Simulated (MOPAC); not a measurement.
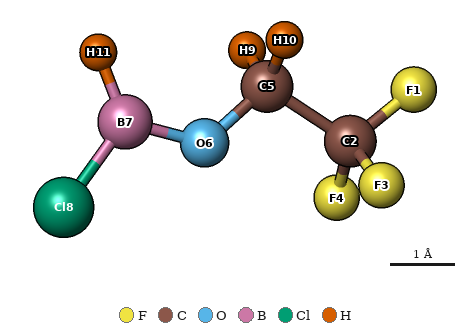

Figure 1. The structure as given in the input (ball-and-stick view, seen at a tilt; atoms are numbered from 1 in the order of the input).

# Frequency calculation of C2H3BClF3O (part 1 of 3)

C2H3BClF3O, SMILES FC(F)(F)COBCl, computed with MNDOD, closed shell (MOPAC 23.2.5).

The geometry was optimised with MNDOD.

The input (calc.mop):
```
MNDOD THERMO(200,600,200) FORCE AUX(PRECISION=9) THREADS=1

FC(F)(F)COBCl
F     -1.448794 1     2.032655 1     0.980420 1
C     -1.103600 1     1.121811 1     0.034394 1
F     -0.853523 1     1.821799 1    -1.096603 1
F     -2.208518 1     0.375863 1    -0.198857 1
C      0.160509 1     0.243751 1     0.528184 1
O      0.463329 1    -0.666979 1    -0.482000 1
B      1.459902 1    -1.586871 1    -0.453071 1
Cl     1.560662 1    -2.560474 1    -1.872446 1
H     -0.118319 1    -0.266144 1     1.484199 1
H      1.011696 1     0.939613 1     0.735486 1
H      2.206771 1    -1.735534 1     0.441903 1
```

Machine: 1 thread of Arm Neoverse V1, 24 GiB of memory available, shared host.

Command:
```bash
mopac calc.mop
```

What the program printed:
```
MOPAC v23.2.5
MNDOD CALCULATION RESULTS

 *  MNDOD      - The MNDOD Hamiltonian to be used
 *  FORCE      - FORCE CALCULATION SPECIFIED
 *  THREADS=1  - MULTI-THREADING NOT USED
 *  AUX        - OUTPUT AUXILIARY INFORMATION
 *  THERMO     - THERMODYNAMIC QUANTITIES TO BE CALCULATED
MNDOD THERMO(200,600,200) FORCE AUX(PRECISION=9) THREADS=1

 FC(F)(F)COBCl
   ATOM   CHEMICAL          X               Y               Z
  NUMBER   SYMBOL      (ANGSTROMS)     (ANGSTROMS)     (ANGSTROMS)

     1       F         -1.44879400  *   2.03265500  *   0.98042000  *
     2       C         -1.10360000  *   1.12181100  *   0.03439400  *
     3       F         -0.85352300  *   1.82179900  *  -1.09660300  *
     4       F         -2.20851800  *   0.37586300  *  -0.19885700  *
     5       C          0.16050900  *   0.24375100  *   0.52818400  *
     6       O          0.46332900  *  -0.66697900  *  -0.48200000  *
     7       B          1.45990200  *  -1.58687100  *  -0.45307100  *
     8      Cl          1.56066200  *  -2.56047400  *  -1.87244600  *
     9       H         -0.11831900  *  -0.26614400  *   1.48419900  *
    10       H          1.01169600  *   0.93961300  *   0.73548600  *
    11       H          2.20677100  *  -1.73553400  *   0.44190300  *

          CARTESIAN COORDINATES

    NO.       ATOM           X           Y           Z

     1         F         -1.4488      2.0327      0.9804
     2         C         -1.1036      1.1218      0.0344
     3         F         -0.8535      1.8218     -1.0966
     4         F         -2.2085      0.3759     -0.1989
     5         C          0.1605      0.2438      0.5282
     6         O          0.4633     -0.6670     -0.4820
     7         B          1.4599     -1.5869     -0.4531
     8        Cl          1.5607     -2.5605     -1.8724
     9         H         -0.1183     -0.2661      1.4842
    10         H          1.0117      0.9396      0.7355
    11         H          2.2068     -1.7355      0.4419

           Empirical Formula: C2 H3 O F3 B Cl  =    11 atoms

      MOLECULAR POINT GROUP   :   Cs

      RHF CALCULATION, NO. OF DOUBLY OCCUPIED LEVELS = 24

          HEAT OF FORMATION =    -252.527839 KCALS/MOLE

          CARTESIAN COORDINATE DERIVATIVES

   NUMBER  ATOM         X            Y            Z

     1       F      0.002235    -0.000083    -0.000146
     2       C     -0.000841    -0.001816    -0.001333
     3       F      0.000006     0.000600    -0.000586
     4       F     -0.001426     0.001103     0.001822
     5       C     -0.000220    -0.001049     0.000252
     6       O     -0.003306     0.005041    -0.004016
     7       B      0.003112    -0.000163    -0.005711
     8      Cl      0.002898     0.001571    -0.000641
     9       H      0.000241     0.000992     0.000202
    10       H      0.000837    -0.000421    -0.000404
    11       H     -0.003537    -0.005776     0.010563

 DIPOLE           X         Y         Z       TOTAL
 POINT-CHG.     0.002    -1.602     2.456     2.932
 HYBRID        -0.672    -0.084     0.127     0.689
 SUM           -0.671    -1.686     2.583     3.156

          GRADIENT NORM =   0.01688

          MOLECULAR WEIGHT =  146.30

          ROTATIONAL CONSTANTS IN CM(-1)

          A =    0.14526618   B =    0.02173231   C =    0.02111129

           PRINCIPAL MOMENTS OF INERTIA IN UNITS OF 10**(-40)*GRAM-CM**2

          A =      192.7083   B =     1288.1280   C =     1326.0202

          ORIENTATION OF MOLECULE IN FORCE CALCULATION

    NO.       ATOM         X         Y         Z

     1          F      -2.8529    0.4570   -0.7003
     2          C      -1.4950    0.4570   -0.7003
     3          F      -1.1130    1.7554   -0.7003
     4          F      -1.1130   -0.0672   -1.8882
     5          C      -0.9287   -0.3697    0.5680
     6          O       0.4630   -0.3318    0.5103
     7          B       1.3133   -0.9112    1.3943
     8         Cl       2.9809   -0.6709    1.0282
     9          H      -1.3236   -1.4148    0.5104
    10          H      -1.3235    0.1050    1.5010
    11          H       0.9793   -1.5288    2.3366

    FIRST DERIVATIVES WILL BE USED IN THE CALCULATION OF SECOND DERIVATIVES

          ESTIMATED TIME TO COMPLETE CALCULATION =        0.52 SECONDS

    FOR POINT-GROUP Cs   THERE ARE   2 UNIQUE SYMMETRY FUNCTIONS.

 STEP:   1 TIME =     0.01 SECS, INTEGRAL =      0.01 TIME LEFT: 172799.98
 STEP:   2 TIME =     0.02 SECS, INTEGRAL =      0.02 TIME LEFT: 172799.97
 STEP:   3 TIME =     0.01 SECS, INTEGRAL =      0.03 TIME LEFT: 172799.96
 STEP:   4 TIME =     0.01 SECS, INTEGRAL =      0.04 TIME LEFT: 172799.95
 STEP:   5 TIME =     0.01 SECS, INTEGRAL =      0.05 TIME LEFT: 172799.95
 STEP:   6 TIME =     0.01 SECS, INTEGRAL =      0.05 TIME LEFT: 172799.94
 STEP:   7 TIME =     0.01 SECS, INTEGRAL =      0.06 TIME LEFT: 172799.93
 STEP:   8 TIME =     0.01 SECS, INTEGRAL =      0.07 TIME LEFT: 172799.92
 STEP:   9 TIME =     0.02 SECS, INTEGRAL =      0.09 TIME LEFT: 172799.91
 STEP:  10                       INTEGRAL =      0.09 TIME LEFT: 172799.91
 STEP:  11                       INTEGRAL =      0.09 TIME LEFT: 172799.91
 STEP:  12                       INTEGRAL =      0.09 TIME LEFT: 172799.91
 STEP:  13 TIME =     0.01 SECS, INTEGRAL =      0.09 TIME LEFT: 172799.90
 STEP:  14 TIME =     0.01 SECS, INTEGRAL =      0.10 TIME LEFT: 172799.89
 STEP:  15 TIME =     0.01 SECS, INTEGRAL =      0.11 TIME LEFT: 172799.88
 STEP:  16 TIME =     0.01 SECS, INTEGRAL =      0.12 TIME LEFT: 172799.88
 STEP:  17 TIME =     0.01 SECS, INTEGRAL =      0.12 TIME LEFT: 172799.87
 STEP:  18 TIME =     0.01 SECS, INTEGRAL =      0.13 TIME LEFT: 172799.86
 STEP:  19 TIME =     0.01 SECS, INTEGRAL =      0.14 TIME LEFT: 172799.85
 STEP:  20 TIME =     0.01 SECS, INTEGRAL =      0.15 TIME LEFT: 172799.84
 STEP:  21 TIME =     0.01 SECS, INTEGRAL =      0.16 TIME LEFT: 172799.84
 STEP:  22 TIME =     0.01 SECS, INTEGRAL =      0.16 TIME LEFT: 172799.83
 STEP:  23 TIME =     0.01 SECS, INTEGRAL =      0.17 TIME LEFT: 172799.82
 STEP:  24 TIME =     0.01 SECS, INTEGRAL =      0.18 TIME LEFT: 172799.81
 STEP:  25 TIME =     0.01 SECS, INTEGRAL =      0.19 TIME LEFT: 172799.80
 STEP:  26 TIME =     0.01 SECS, INTEGRAL =      0.20 TIME LEFT: 172799.80
 STEP:  27 TIME =     0.00 SECS, INTEGRAL =      0.20 TIME LEFT: 172799.80
 STEP:  28                       INTEGRAL =      0.20 TIME LEFT: 172799.80
 STEP:  29                       INTEGRAL =      0.20 TIME LEFT: 172799.80
 STEP:  30                       INTEGRAL =      0.20 TIME LEFT: 172799.80
 STEP:  31 TIME =     0.01 SECS, INTEGRAL =      0.20 TIME LEFT: 172799.79
 STEP:  32 TIME =     0.01 SECS, INTEGRAL =      0.21 TIME LEFT: 172799.78
 STEP:  33 TIME =     0.01 SECS, INTEGRAL =      0.22 TIME LEFT: 172799.77

(To convert to Hartree/Bohr^2, multiply by (10^(-21) x N x a0^2)/(4.184 x 627.51) =  0.0642)

           FORCE MATRIX IN MILLIDYNES/ANGSTROM

                  F  1       C  2       F  3       F  4       C  5       O  6
 ------------------------------------------------------------------------------
     F    1  11.030108
     C    2   8.253773  21.102418
     F    3   1.885056   8.495351  11.226939
     F    4   1.885475   8.495134   1.870230  11.226939
     C    5   0.868746   2.633812   0.883819   0.883911  16.553935
     O    6   0.176199   0.775823   0.108413   0.108421   6.813637  14.949824
     B    7   0.069714   0.211070   0.059880   0.059880   1.296681   7.404272
    Cl    8   0.023825   0.063381   0.024955   0.024951   0.134294   1.279122
     H    9   0.054009   0.531624   0.083003   0.040235   4.999727   0.933243
     H   10   0.053972   0.531836   0.040188   0.082931   4.999821   0.932482
     H   11   0.007727   0.014234   0.006327   0.006321   0.061733   0.641040

                  B  7      Cl  8       H  9       H 10       H 11
 ------------------------------------------------------------------
     B    7  13.326829
    Cl    8   4.240952   5.336098
     H    9   0.062614   0.010955   5.953410
     H   10   0.063058   0.010966   0.538691   5.953410
     H   11   4.166072   0.484009   0.007435   0.007518   4.670827

          HEAT OF FORMATION =    -252.527839 KCALS/MOLE

          ZERO POINT ENERGY      42.654 KCAL/MOL

           NORMAL COORDINATE ANALYSIS (Total motion = 1 Angstrom)

   Root No.       1         2         3         4         5         6         7         8

                 1 A"      2 A"      1 A'      3 A"      2 A'      3 A'      4 A"      4 A'

                  20.0      47.8      99.1     174.4     282.9     329.0     368.5     459.7

           1   -0.0000    0.0000   -0.0290   -0.0000    0.0530   -0.0485   -0.0000    0.0001
           2    0.0142   -0.0798   -0.0442    0.0000   -0.0685    0.0566    0.0484    0.0463
           3    0.0093   -0.0521    0.0676    0.0000    0.1048   -0.0867    0.0316   -0.0709
           4    0.0000    0.0000   -0.0276    0.0000    0.0544   -0.0425   -0.0000    0.0029
           5   -0.0056    0.0103    0.0146   -0.0211    0.0204    0.0142    0.0357    0.0016
           6   -0.0037    0.0067   -0.0224   -0.0138   -0.0313   -0.0218    0.0233   -0.0024
           7    0.0189   -0.0859   -0.0856    0.0239   -0.0139   -0.0529   -0.0660   -0.0492
           8   -0.0108    0.0359    0.0312   -0.0292    0.0408    0.0172    0.0554    0.0165
           9    0.0312    0.0102   -0.0489    0.0165   -0.0938   -0.0232   -0.0693    0.0606
          10   -0.0189    0.0859   -0.0856   -0.0239   -0.0139   -0.0529    0.0660   -0.0491
          11    0.0242    0.0238    0.0323    0.0033    0.0695    0.0142   -0.0412   -0.0620
          12   -0.0225    0.0288   -0.0483   -0.0334   -0.0751   -0.0251    0.0786    0.0092
          13    0.0000   -0.0000    0.0671    0.0000    0.0292   -0.0384    0.0000    0.1161
          14   -0.0491    0.0661    0.0349   -0.0611    0.0105   -0.0091   -0.0827    0.0219
          15   -0.0320    0.0432   -0.0534   -0.0399   -0.0160    0.0139   -0.0540   -0.0335
          16    0.0000   -0.0000    0.0701   -0.0000    0.0196   -0.0260    0.0000    0.1206
          17   -0.0782    0.0294    0.0517    0.1437   -0.0647   -0.0777   -0.0134   -0.0013
          18   -0.0511    0.0192   -0.0791    0.0939    0.0991    0.1189   -0.0088    0.0020
          19   -0.0000   -0.0000    0.0163   -0.0000   -0.0024    0.0766   -0.0000    0.0078
          20    0.1246    0.0625    0.0244    0.0551   -0.0725   -0.0345   -0.0001   -0.0561
          21    0.0814    0.0408   -0.0373    0.0360    0.1110    0.0530   -0.0001    0.0859
          22    0.0000    0.0000    0.0542    0.0000   -0.0502    0.0978   -0.0000   -0.0507
          23   -0.0060   -0.0576   -0.0604   -0.0313    0.0191   -0.0025   -0.0013    0.0096
          24   -0.0040   -0.0376    0.0925   -0.0205   -0.0293    0.0038   -0.0009   -0.0147
          25   -0.0085   -0.0230    0.0858    0.1540   -0.0113   -0.0699    0.0665    0.1255
          26   -0.0446    0.0713    0.0262   -0.1117    0.0248    0.0061   -0.1009    0.0172
          27   -0.0609    0.1033   -0.0407   -0.1794   -0.0415   -0.0150   -0.2468   -0.0297
          28    0.0086    0.0230    0.0857   -0.1539   -0.0113   -0.0699   -0.0665    0.1255
          29   -0.0737    0.1232    0.0267   -0.2092    0.0281    0.0114   -0.2666    0.0202
          30   -0.0163    0.0237   -0.0404   -0.0302   -0.0393   -0.0116    0.0068   -0.0277
          31   -0.0001   -0.0000   -0.0628   -0.0000    0.0347    0.1651   -0.0000   -0.0322
          32    0.3684    0.1610    0.0362    0.0180   -0.0762   -0.0493    0.0101   -0.0469
          33    0.2406    0.1051   -0.0555    0.0118    0.1168    0.0756    0.0066    0.0717

   Root No.       9        10        11        12        13        14        15        16

                 5 A"      5 A'      6 A'      6 A"      7 A'      8 A'      7 A"      9 A'

                 575.6     595.9     695.6     901.9     958.9    1001.2    1024.6    1212.1

           1   -0.0000   -0.1130    0.0932   -0.0000   -0.0498    0.0310    0.0000    0.0075
           2    0.1328    0.0153    0.0324    0.0009   -0.0069    0.0047   -0.0032   -0.0007
           3    0.0867   -0.0236   -0.0495    0.0006    0.0106   -0.0072   -0.0021    0.0010
           4    0.0000   -0.0940    0.0701    0.0000   -0.0259    0.0168   -0.0000   -0.0030
           5   -0.1039   -0.0375   -0.0446   -0.0009    0.0353   -0.0241    0.0002    0.0001
           6   -0.0679    0.0574    0.0684   -0.0006   -0.0540    0.0369    0.0001   -0.0001
           7   -0.1059    0.0453   -0.0582   -0.0010    0.0222   -0.0158    0.0068   -0.0000
           8   -0.0856   -0.0882   -0.0059   -0.0037    0.0533   -0.0463    0.0270    0.0021
           9    0.0275   -0.0920   -0.0444    0.0010    0.0102   -0.0050   -0.0050   -0.0005
          10    0.1059    0.0453   -0.0582    0.0010    0.0222   -0.0158   -0.0068   -0.0000
          11   -0.0092    0.1198    0.0430   -0.0006   -0.0309    0.0232    0.0063   -0.0004
          12   -0.0895    0.0437   -0.0125   -0.0038   -0.0447    0.0404    0.0267   -0.0021
          13   -0.0000    0.0596    0.0090   -0.0000    0.0243    0.0011    0.0000   -0.0384
          14    0.0110   -0.0242   -0.0818    0.0117   -0.0491    0.0547   -0.0883   -0.0008
          15    0.0072    0.0371    0.1252    0.0076    0.0752   -0.0837   -0.0576    0.0012
          16   -0.0000    0.0716   -0.0062   -0.0000    0.0109   -0.0115   -0.0000    0.0064
          17    0.0112    0.0076    0.0135    0.0279   -0.0108   -0.0186    0.0181    0.0372
          18    0.0073   -0.0117   -0.0207    0.0182    0.0165    0.0285    0.0118   -0.0569
          19   -0.0000    0.0157    0.0100    0.0000    0.1137    0.0887    0.0000   -0.0590
          20    0.0031   -0.0246    0.0231   -0.1271    0.0418    0.0382   -0.0059   -0.0340
          21    0.0020    0.0376   -0.0354   -0.0830   -0.0639   -0.0586   -0.0039    0.0520
          22   -0.0000   -0.0189   -0.0167   -0.0000   -0.0462   -0.0332    0.0000    0.0078
          23   -0.0003    0.0024   -0.0029    0.0093   -0.0093   -0.0079    0.0002   -0.0010
          24   -0.0002   -0.0037    0.0044    0.0061    0.0142    0.0120    0.0001    0.0015
          25   -0.0239    0.1028    0.0382    0.0315    0.0430   -0.0384   -0.0202   -0.0026
          26    0.0146   -0.0394   -0.0910    0.0008   -0.0497    0.0648   -0.0865   -0.0155
          27    0.1971    0.0544    0.1468   -0.0412    0.0701   -0.1076    0.3693    0.0567
          28    0.0238    0.1027    0.0382   -0.0315    0.0431   -0.0384    0.0202   -0.0026
          29    0.1863   -0.0341   -0.0978   -0.0374   -0.0440    0.0724    0.3034   -0.0457
          30   -0.0659    0.0579    0.1424    0.0173    0.0737   -0.1026   -0.2277    0.0371
          31   -0.0000   -0.0122   -0.0051   -0.0001    0.2663    0.2742   -0.0000    0.6153
          32   -0.0090   -0.0191    0.0246    0.5660    0.0157    0.0076    0.0380   -0.1406
          33   -0.0059    0.0291   -0.0375    0.3696   -0.0238   -0.0117    0.0248    0.2155

   Root No.      17        18        19        20        21        22        23        24

                 8 A"     10 A'     11 A'     12 A'     13 A'     14 A'     15 A'      9 A"

                1280.4    1349.1    1415.6    1442.0    1488.6    1577.7    1588.1    1596.6
```
